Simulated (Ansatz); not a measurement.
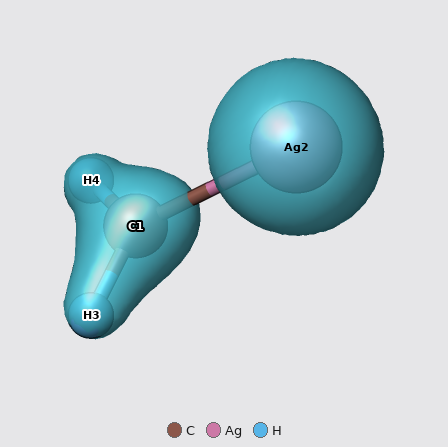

Figure 1: CH₂Ag (SMILES [CH2][Ag]) (doublet). Isosurface of the electron density at 1 e/Å³ (cyan), seen at an oblique angle.

Geometry: B3LYP-D3(BJ)/def2-SVP; core potentials replace the inner electrons of Ag.

Level of theory: isolated molecule in a Gaussian basis; Kohn-Sham density functional theory, functional PBE0 in Ansatz 0.2.0.

**What does this surface tell about the bonding?**

At this value the surface falls into two separate pieces. It bridges the sampled C–H (1.10 Å) contacts, where the density stays above the isovalue. It is pinched off along the sampled C–Ag (2.04 Å) contacts. On the grid the lowest density along these lines, outside the cores, is 0.77 e/Å³ (C–Ag, 2.04 Å) and 1.8 e/Å³ (C–H, 1.10 Å).
